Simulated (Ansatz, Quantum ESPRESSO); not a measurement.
# Mode couplings of Ti (Im-3m) in a second program

Wanted: phonons, linewidths and couplings of Ti (Im-3m) from a second program.

Program: Ansatz 0.2.0 and Quantum ESPRESSO 7.5. Level of theory: DFT PBEsol, scalar-relativistic, plane waves, PAW, in the first sound run; inputs show where later runs differ. Results are calculated unless marked as measured.

This is not the structure that Ti takes at ambient pressure and room temperature (hexagonal, No. 194); it is a model or a phase of other conditions.

**1. Set-up**

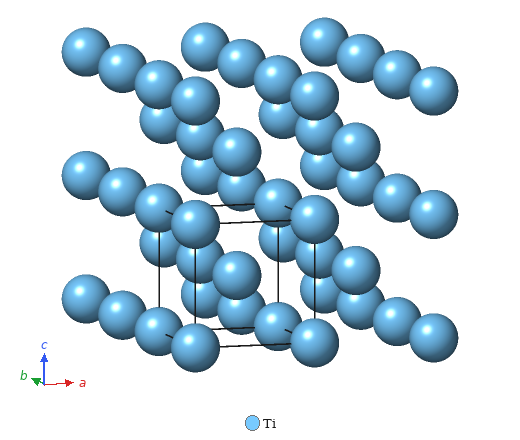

The cell as given, slightly off an axis (titanium blue). 2×3×2 cells are drawn. This picture shows the conventional cell, with its axes. Some periodic images of atoms are drawn too.

Structure file:

```cif
data_structure
_symmetry_space_group_name_H-M 'P 1'
_symmetry_Int_Tables_number 1
_cell_length_a 2.8423
_cell_length_b 2.8423
_cell_length_c 2.8423
_cell_angle_alpha 109.471
_cell_angle_beta 109.471
_cell_angle_gamma 109.471
_cell_volume 17.68
loop_
_atom_site_label
_atom_site_type_symbol
_atom_site_fract_x
_atom_site_fract_y
_atom_site_fract_z
_atom_site_occupancy
Ti1 Ti 0.00000 0.00000 0.00000 1
```

**2. Relaxing cell and atoms**

The structure is brought to rest under this functional.

input.yaml

```yaml
crystal:
  lattice:
    - [-1.641, 1.641, 1.641]
    - [1.641, -1.641, 1.641]
    - [1.641, 1.641, -1.641]
  atoms:
    - { symbol: Ti, position: [0.0, 0.0, 0.0] }
kpoints:
  mp_grid: { grid: [12, 12, 12] }
hamiltonian:
  xc: pbesol
scf:
  occupations: { method: gaussian, width: 0.1 }
output:
  forces: true
  stress: true
  eigenvalues: true
relax:
  adjacent_minimum: "off"
  f_tol: 0.005
  max_steps: 80
  cell: { stress_tol: 0.05 }
```

Command:

```console
> ansatz run input.yaml --threads 4 --pin off --max-ram 8192MiB --backend cpu --events-out ev --progress --plain --runs-dir out
```

Numbers of over 12 decimals in the logs are rounded to 6 here.

The program printed:

```text
[the first part of the log is left out]
  E_nonlocal   = 9.837566
  E_hartree    = 324.442001
  E_xc         = -97.000245
  E_vxc        = -121.909921  (∫ρ·V_xc dr)
  E_paw        = -1022.858441  (= ΣΔE_a)
  E_vpaw       = -171.118211  (= ΣTr[D̂ρ^β])
  E_aug_tail   = 0.000118  (compensation charges beyond the density's cutoff)
  E_ewald      = -1176.152190
  E_core_change = 0.139384  (= ΣΔE_core)
  E_smearing   = -0.009667  (= −TS)
  E_closure    = 0.000000  (closes the sum)
  Σ components = -2473.799517   (vs F -2473.799517, Δ=0.00e0)
--- Forces (eV/Å), atoms counted from 1 ---
  atom   1  Ti    -0.00000000     0.00000000     0.00000000
  max |Σ_I F_I| component: 4.01e-32 eV/Å
--- Stress (GPa, compression-positive) ---
        0.008802       0.000000       0.000000
        0.000000       0.008802      -0.000000
        0.000000      -0.000000       0.008802
  P = ⅓ Tr σ = 0.0088 GPa (0.088 kbar)
--- Band table (eV; the first three rows and the last of 72) ---
  k-point 0: bands = ["-42.3438", "-18.2464", "-18.2464", "-18.2464", "7.7725", "14.8410", "14.8410", "14.8410", "16.7345", "16.7345"]
  k-point 1: bands = ["-42.3328", "-18.3031", "-18.2636", "-18.2468", "8.0205", "14.7246", "14.8048", "15.0269", "16.6025", "16.7417"]
  k-point 2: bands = ["-42.3027", "-18.4560", "-18.3103", "-18.2479", "8.7202", "14.4210", "14.6166", "15.5603", "16.4074", "16.7732"]
  k-point 71: bands = ["-42.0628", "-18.7968", "-18.7968", "-18.7968", "11.5192", "11.5192", "18.0190", "18.0190", "18.0190", "22.5643"]
--- Relaxed structure (5 steps of the walk, 5 accepted, 1 SCFs on fresh bases) ---
  F+E_penalty+E_count = -2473.79951667 eV   max|allowed force component| = 0.000e0 eV/Å   (the final SCF, on the basis selected at the relaxed cell)
  cell:  # Å, volume = 16.5068 Å³
    - [-1.603986, 1.603986, 1.603986]
    - [1.603986, -1.603986, 1.603986]
    - [1.603986, 1.603986, -1.603986]
  atoms:
    - { symbol: Ti, position: [0.0, 0.0, 0.0] }
```

Run time: 1.5 s. Hardware: 4 threads of Arm Neoverse V2, shared host; peak memory 0.28 GiB.

Relaxation path:

```
step  energy less that of the first step (eV)  largest force component (eV/Å)  pressure (GPa)  volume (Å³)
   1                                   0.0000                          0.0000           -6.89        17.68
   2                                  -0.0038                          0.0000            7.86        15.53
   3                                  -0.0264                          0.0000           -0.67        16.60
   4                                  -0.0266                          0.0000           -0.05        16.51
   5                                  -0.0267                          0.0000            0.00        16.51
   6                                  -0.0266                          0.0000            0.01        16.51
```

The log counts 1 steps on a newly chosen plane-wave basis, not all of them marked here; energy and pressure can jump at such steps.

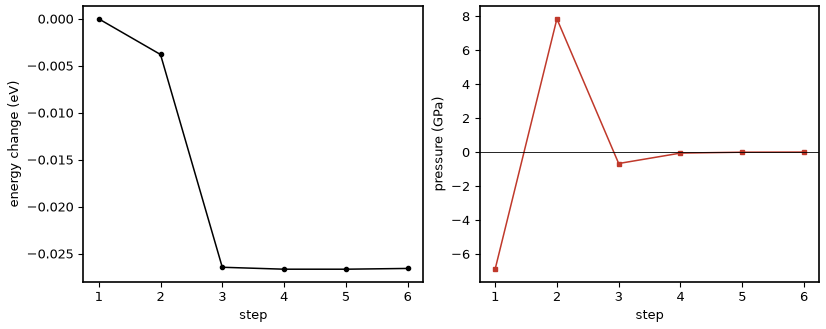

Energy and pressure along the relaxation.

```csv
"conventional cell, symmetrised",before,after,change
a (Å),3.282,3.208,-2.3 %
b (Å),3.282,3.208,-2.3 %
c (Å),3.282,3.208,-2.3 %
volume (Å³/atom),17.68,16.51,-6.6 %
```

Final coordinates:

```
Ti
1.0
    -1.60399    1.60399    1.60399
     1.60399   -1.60399    1.60399
     1.60399    1.60399   -1.60399
Ti
1
Cartesian
  0.0000 0.0000 0.0000
```

Numbers from this step:

```yaml
pressure: 0.008802 GPa
volume_per_atom: 16.51 Å³
metallic_on_mesh: yes
gap_on_the_k_mesh: 0 eV
```

The largest force is now zero by symmetry and the largest stress component 0.0088 GPa.

**3. Second program, ground state**

ph.x needs a tightly converged ground state on the same k mesh; the cell is that of the step before.

This step: DFT PBEsol, scalar-relativistic, plane waves, GBRV ultrasoft pseudopotentials (Quantum ESPRESSO 7.5).

pw.in

```
&control
   calculation = 'scf'
   prefix = 'x'
   outdir = './tmp'
   pseudo_dir = './pseudo'
   tprnfor = .true.
   tstress = .true.
/
&system
   ibrav = 0
   nat = 1
   ntyp = 1
   ecutwfc = 45.0
   ecutrho = 360.0
   occupations = 'smearing'
   smearing = 'fd'
   degauss = 0.00734986
   nbnd = 13
/
&electrons
   conv_thr = 1.0d-11
   mixing_beta = 0.5
/
ATOMIC_SPECIES
 Ti     47.8670  Ti.upf
CELL_PARAMETERS angstrom
    -1.603986449    1.603986449    1.603986449
     1.603986449   -1.603986449    1.603986449
     1.603986449    1.603986449   -1.603986449
ATOMIC_POSITIONS crystal
 Ti     0.000000000   0.000000000   0.000000000
K_POINTS automatic
 10 10 10 0 0 0
```

Command:

```console
> OMP_NUM_THREADS=1 mpirun -n 4 pw.x -nk 4 -in pw.in > pw.x.log
```

The program printed:

```text
Program PWSCF v.7.5

     This program is part of the open-source Quantum ESPRESSO suite
     for quantum simulation of materials; please cite
         "P. Giannozzi et al., J. Phys.:Condens. Matter 21 395502 (2009);
         "P. Giannozzi et al., J. Phys.:Condens. Matter 29 465901 (2017);
         "P. Giannozzi et al., J. Chem. Phys. 152 154105 (2020);
     in publications or presentations arising from this work. More details at

     Message from routine setup:
     using ibrav=0 with symmetry is DISCOURAGED, use correct ibrav instead

     G-vector sticks info
     --------------------
     sticks:   dense  smooth     PW     G-vecs:    dense   smooth      PW
     Sum         739     375    151                12839     4537    1157

     Using Slab Decomposition

     bravais-lattice index     =            0
     lattice parameter (alat)  =       5.2500  a.u.
     unit-cell volume          =     111.3932 (a.u.)^3
     number of atoms/cell      =            1
     number of atomic types    =            1
     number of electrons       =        12.00
     number of Kohn-Sham states=           13
     kinetic-energy cutoff     =      45.0000  Ry
     charge density cutoff     =     360.0000  Ry
     scf convergence threshold =      1.0E-11
     mixing beta               =       0.5000
     number of iterations used =            8  plain     mixing
     Exchange-correlation= SLA  PW   PSX  PSC
                           (   1   4  10   8   0   0   0)

     celldm(1)=   5.250011  celldm(2)=   0.000000  celldm(3)=   0.000000
     celldm(4)=   0.000000  celldm(5)=   0.000000  celldm(6)=   0.000000

     crystal axes: (cart. coord. in units of alat)
               a(1) = (  -0.577350   0.577350   0.577350 )
               a(2) = (   0.577350  -0.577350   0.577350 )
               a(3) = (   0.577350   0.577350  -0.577350 )

     reciprocal axes: (cart. coord. in units 2 pi/alat)
               b(1) = ( -0.000000  0.866025  0.866025 )
               b(2) = (  0.866025 -0.000000  0.866025 )
               b(3) = (  0.866025  0.866025  0.000000 )

     PseudoPot. # 1 for Ti read from file:
     ./pseudo/Ti.upf
     Pseudo is Ultrasoft + core correction, Zval = 12.0
     Using radial grid of  851 points,  6 beta functions with:
                l(1) =   0
                l(2) =   0
                l(3) =   1
                l(4) =   1
                l(5) =   2
                l(6) =   2
     Q(r) pseudized with  6 coefficients,  rinner =    1.000   1.000   1.000
                                                       1.000   1.000

     atomic species   valence    mass     pseudopotential
     Ti               12.00    47.86700     Ti( 1.00)

     48 Sym. Ops., with inversion, found

   Cartesian axes

     site n.     atom                  positions (alat units)
         1        Ti     tau(   1) = (   0.0000000   0.0000000   0.0000000  )

     number of k points=    47  Fermi-Dirac smearing, width (Ry)=  0.0073
                       cart. coord. in units 2pi/alat
        k(    1) = (   0.0000000   0.0000000   0.0000000), wk =   0.0020000
        k(    2) = (   0.0866025   0.0866025   0.0000000), wk =   0.0240000
        k(    3) = (   0.1732051   0.1732051   0.0000000), wk =   0.0240000
        k(    4) = (   0.2598076   0.2598076   0.0000000), wk =   0.0240000
        k(    5) = (   0.3464102   0.3464102   0.0000000), wk =   0.0240000
        k(    6) = (  -0.4330127  -0.4330127   0.0000000), wk =   0.0120000
        k(    7) = (   0.1732051   0.0866025   0.0866025), wk =   0.0480000
        k(    8) = (   0.2598076   0.1732051   0.0866025), wk =   0.0960000
        k(    9) = (   0.3464102   0.2598076   0.0866025), wk =   0.0960000
        k(   10) = (   0.4330127   0.3464102   0.0866025), wk =   0.0960000
        k(   11) = (   0.3464102   0.1732051   0.1732051), wk =   0.0480000
        k(   12) = (   0.4330127   0.2598076   0.1732051), wk =   0.0960000
        k(   13) = (   0.5196152   0.3464102   0.1732051), wk =   0.0480000
        k(   14) = (   0.5196152   0.2598076   0.2598076), wk =   0.0480000
        k(   15) = (   0.1732051   0.1732051   0.1732051), wk =   0.0160000
        k(   16) = (   0.2598076   0.2598076   0.1732051), wk =   0.0480000
[...]
k(   40) = (  -0.6928203  -0.1732051  -0.1732051), wk =   0.0160000
        k(   41) = (  -0.0000000  -0.0000000   0.5196152), wk =   0.0120000
        k(   42) = (   0.0000000  -0.0866025   0.6062178), wk =   0.0480000
        k(   43) = (  -0.8660254  -0.1732051  -0.1732051), wk =   0.0240000
        k(   44) = (  -0.7794229  -0.0866025  -0.1732051), wk =   0.0480000
        k(   45) = (   0.0000000   0.0000000   0.6928203), wk =   0.0120000
        k(   46) = (  -0.8660254  -0.0866025  -0.0866025), wk =   0.0240000
        k(   47) = (  -0.8660254  -0.8660254  -0.8660254), wk =   0.0020000

     Dense  grid:    12839 G-vectors     FFT dimensions: (  32,  32,  32)

     Smooth grid:     4537 G-vectors     FFT dimensions: (  24,  24,  24)

     Check: negative core charge=   -0.000017

     Initial potential from superposition of free atoms

     starting charge      11.0000, renormalised to      12.0000

     negative rho (up, down):  7.606E-04 0.000E+00
     Starting wfcs are   10 randomized atomic wfcs +    3 random wfcs

     per-process dynamical memory:    13.3 Mb

     Self-consistent Calculation

     iteration #  1     ecut=    45.00 Ry     beta= 0.50
     Davidson diagonalization with overlap
     ethr =  1.00E-02,  avg # of iterations =  4.7

     negative rho (up, down):  7.825E-04 0.000E+00

     total energy              =    -118.96151778 Ry
     estimated scf accuracy    <       0.66243932 Ry

     iteration #  2     ecut=    45.00 Ry     beta= 0.50
     Davidson diagonalization with overlap
     ethr =  5.52E-03,  avg # of iterations =  2.0

     negative rho (up, down):  6.545E-04 0.000E+00

     total energy              =    -119.13430324 Ry
     estimated scf accuracy    <       0.02720394 Ry

     iteration #  3     ecut=    45.00 Ry     beta= 0.50
     Davidson diagonalization with overlap
     ethr =  2.27E-04,  avg # of iterations =  2.0

     negative rho (up, down):  5.420E-04 0.000E+00

     total energy              =    -119.14016081 Ry
     estimated scf accuracy    <       0.00030583 Ry

     iteration #  4     ecut=    45.00 Ry     beta= 0.50
     Davidson diagonalization with overlap
     ethr =  2.55E-06,  avg # of iterations =  3.7

     negative rho (up, down):  5.403E-04 0.000E+00

     total energy              =    -119.14021210 Ry
     estimated scf accuracy    <       0.00008703 Ry
[...]
negative rho (up, down):  5.368E-04 0.000E+00

     End of self-consistent calculation

          k = 0.0000 0.0000 0.0000 (   555 PWs)   bands (ev):

   -42.3342 -18.2318 -18.2318 -18.2318   7.7928  14.8628  14.8628  14.8628
    16.7570  16.7570  31.6191  31.6191  31.6191

          k = 0.0866 0.0866 0.0000 (   579 PWs)   bands (ev):

   -42.3185 -18.3124 -18.2562 -18.2323   8.1481  14.6976  14.8054  15.1291
    16.5790  16.7678  31.1389  31.5597  31.9705

          k = 0.1732 0.1732 0.0000 (   577 PWs)   bands (ev):

   -42.2773 -18.5197 -18.3199 -18.2339   9.1188  14.2918  14.5064  15.8775
    16.4073  16.8189  29.4585  30.7535  32.8200

          k = 0.2598 0.2598 0.0000 (   573 PWs)   bands (ev):

   -42.2259 -18.7691 -18.3976 -18.2359  10.3482  13.8349  14.1790  16.5392
    16.9307  16.9398  26.8519  29.2591  33.6703

          k = 0.3464 0.3464 0.0000 (   563 PWs)   bands (ev):

   -42.1840 -18.9656 -18.4598 -18.2375  11.1080  13.4946  14.5729  16.7234
    17.0669  17.9700  24.3497  28.0360  31.6876

          k =-0.4330-0.4330 0.0000 (   566 PWs)   bands (ev):

   -42.1679 -19.0395 -18.4833 -18.2382  11.2442  13.3706  15.1343  16.7546
    17.1316  18.4256  23.2126  27.5783  30.9107

          k = 0.1732 0.0866 0.0866 (   578 PWs)   bands (ev):

   -42.2901 -18.4545 -18.2841 -18.2514   8.8160  14.4733  14.5327  15.6774
    16.3447  16.8537  30.2456  30.9744  32.4487

          k = 0.2598 0.1732 0.0866 (   572 PWs)   bands (ev):

   -42.2437 -18.6684 -18.3616 -18.2607   9.9635  14.0256  14.1388  16.2974
    16.6453  16.9949  28.2665  29.5129  33.0103

          k = 0.3464 0.2598 0.0866 (   568 PWs)   bands (ev):

   -42.1970 -18.8733 -18.4473 -18.2645  11.0584  13.6276  14.0298  16.5246
    17.1137  17.8023  25.5636  28.2276  31.3687

          k = 0.4330 0.3464 0.0866 (   566 PWs)   bands (ev):

   -42.1680 -18.9968 -18.5009 -18.2666  11.4456  13.4180  14.5554  16.6910
    17.2655  18.7067  23.4886  27.4426  30.1865

          k = 0.3464 0.1732 0.1732 (   578 PWs)   bands (ev):

   -42.2020 -18.8149 -18.4469 -18.2947  11.1059  13.5457  13.8894  16.3355
    17.1442  17.8540  27.0388  27.1463  31.4411

          k = 0.4330 0.2598 0.1732 (   565 PWs)   bands (ev):

   -42.1681 -18.9090 -18.5518 -18.3086  11.9269  13.3264  13.8530  16.5749
    17.2235  19.2061  24.4576  26.0911  30.2941

          k = 0.5196 0.3464 0.1732 (   570 PWs)   bands (ev):

   -42.1551 -18.9389 -18.5991 -18.3122  12.0623  13.3656  13.9724  16.6981
    17.2988  20.0730  23.0297  25.6651  29.8934

          k = 0.5196 0.2598 0.2598 (   567 PWs)   bands (ev):

   -42.1502 -18.8577 -18.6978 -18.3286  12.6333  13.1591  13.5746  16.8268
    17.1522  20.9949  23.4185  23.8808  30.1828

          k = 0.1732 0.1732 0.1732 (   570 PWs)   bands (ev):

   -42.2553 -18.6355 -18.2919 -18.2919   9.7239  14.0333  14.0333  16.6467
    16.6804  16.6804  29.2791  29.2791  32.5429

          k = 0.2598 0.2598 0.1732 (   571 PWs)   bands (ev):

   -42.2121 -18.8060 -18.3919 -18.3015  10.9441  13.5988  13.6571  16.7045
    16.9349  17.8496  26.9529  28.1020  30.0449

          k = 0.3464 0.3464 0.1732 (   558 PWs)   bands (ev):

[...]
k = 0.4330 0.4330 0.1732 (   564 PWs)   bands (ev):

[...]
k = 0.0000 0.0000 0.1732 (   579 PWs)   bands (ev):

[...]
k = 0.3464 0.2598 0.2598 (   564 PWs)   bands (ev):

[...]
k = 0.4330 0.3464 0.2598 (   560 PWs)   bands (ev):

[...]
k = 0.0000-0.0866 0.2598 (   576 PWs)   bands (ev):

[...]
k = 0.5196 0.3464 0.3464 (   559 PWs)   bands (ev):

[...]
k =-0.0000-0.1732 0.3464 (   578 PWs)   bands (ev):

[...]
k = 0.0866-0.0866 0.3464 (   575 PWs)   bands (ev):

[...]
k = 0.0000-0.2598 0.4330 (   564 PWs)   bands (ev):

[...]
k = 0.0866-0.1732 0.4330 (   566 PWs)   bands (ev):

[...]
k =-0.8660-0.3464-0.3464 (   562 PWs)   bands (ev):

[...]
k =-0.7794-0.2598-0.3464 (   567 PWs)   bands (ev):

[...]
k =-0.6928-0.1732-0.3464 (   570 PWs)   bands (ev):

[...]
k =-0.6928-0.2598-0.2598 (   570 PWs)   bands (ev):

[...]
k = 0.3464 0.3464 0.3464 (   562 PWs)   bands (ev):

[...]
k = 0.4330 0.4330 0.3464 (   556 PWs)   bands (ev):

[...]
k = 0.0000 0.0000 0.3464 (   575 PWs)   bands (ev):

[...]
k =-0.0000-0.0866 0.4330 (   569 PWs)   bands (ev):

[...]
k = 0.0000-0.1732 0.5196 (   560 PWs)   bands (ev):

[...]
k = 0.0866-0.0866 0.5196 (   572 PWs)   bands (ev):

[...]
k =-0.8660-0.2598-0.2598 (   574 PWs)   bands (ev):

[...]
k =-0.7794-0.1732-0.2598 (   565 PWs)   bands (ev):

[...]
k =-0.6928-0.1732-0.1732 (   565 PWs)   bands (ev):

   -42.1061 -18.8085 -18.8085 -18.4737  12.5337  12.5337  14.3970  17.2180
    17.2180  22.5278  22.5278  23.5503  31.6846

          k =-0.0000-0.0000 0.5196 (   562 PWs)   bands (ev):

   -42.1393 -18.7313 -18.5843 -18.5843  11.8485  13.0608  15.6304  15.6304
    16.8349  18.1932  27.7035  27.7035  29.5031

          k = 0.0000-0.0866 0.6062 (   561 PWs)   bands (ev):

   -42.1058 -18.8232 -18.6541 -18.6054  12.1060  12.4731  15.8152  16.0724
    17.6540  19.4313  25.0005  26.1252  29.2979

          k =-0.8660-0.1732-0.1732 (   562 PWs)   bands (ev):

   -42.0930 -18.8721 -18.6805 -18.5990  12.1058  12.3188  15.7981  16.1685
    18.1721  21.0497  22.8537  25.4309  29.2644

          k =-0.7794-0.0866-0.1732 (   560 PWs)   bands (ev):

   -42.0841 -18.8262 -18.7494 -18.6203  12.0619  12.0917  15.8602  17.0511
    17.8156  21.2553  23.7893  23.9301  29.9731

          k = 0.0000 0.0000 0.6928 (   570 PWs)   bands (ev):

   -42.0757 -18.7824 -18.7266 -18.7266  11.8600  11.9399  16.9804  16.9804
    17.6946  20.5497  24.3590  24.3590  29.2939

          k =-0.8660-0.0866-0.0866 (   568 PWs)   bands (ev):

   -42.0642 -18.8070 -18.7541 -18.7319  11.7301  11.7403  17.2388  17.3696
    18.0779  22.1597  22.6805  23.5357  29.4079

          k =-0.8660-0.8660-0.8660 (   586 PWs)   bands (ev):

   -42.0531 -18.7820 -18.7820 -18.7820  11.5420  11.5420  18.0423  18.0423
    18.0423  22.5914  22.5914  22.5914  29.3172

     the Fermi energy is    13.8250 ev

!    total energy              =    -119.14022294 Ry
     estimated scf accuracy    <          5.2E-14 Ry
     smearing contrib. (-TS)   =      -0.00522756 Ry
     internal energy E=F+TS    =    -119.13499538 Ry

     The total energy is F=E-TS. E is the sum of the following terms:
     one-electron contribution =     -38.31755938 Ry
     hartree contribution      =      23.53859961 Ry
     xc contribution           =     -17.91044415 Ry
     ewald contribution        =     -86.44559146 Ry

     convergence has been achieved in  10 iterations

     negative rho (up, down):  5.368E-04 0.000E+00

     Forces acting on atoms (cartesian axes, Ry/au):

     atom    1 type  1   force =     0.00000000    0.00000000    0.00000000

     Total force =     0.000000     Total SCF correction =     0.000000

     Computing stress (Cartesian axis) and pressure

     negative rho (up, down):  5.368E-04 0.000E+00
          total   stress  (Ry/bohr**3)                   (kbar)     P=        6.22
   0.00004225   0.00000000   0.00000000            6.22        0.00        0.00
   0.00000000   0.00004225   0.00000000            0.00        6.22        0.00
   0.00000000   0.00000000   0.00004225            0.00        0.00        6.22

     Writing all to output data dir ./tmp/x.save/ :
     XML data file, charge density, pseudopotentials, collected wavefunctions

   JOB DONE.
```

Wall time 2.2 s (4 MPI ranks).

Numbers from this step:

```yaml
pressure: 0.622 GPa
```

With these potentials, mesh and smearing the cell is at 0.62 GPa.

[end of part 1 of 4]

[Logs are printed without paths, hosts, clocks, repeated set-up lines and the standing remarks that a program may print on its own settings, such as how far it seeks lower states.]

[Hosts, paths, dates, database ids (printed as entryN), source tags and the programs' standing remarks are cut or masked in the printed files.]
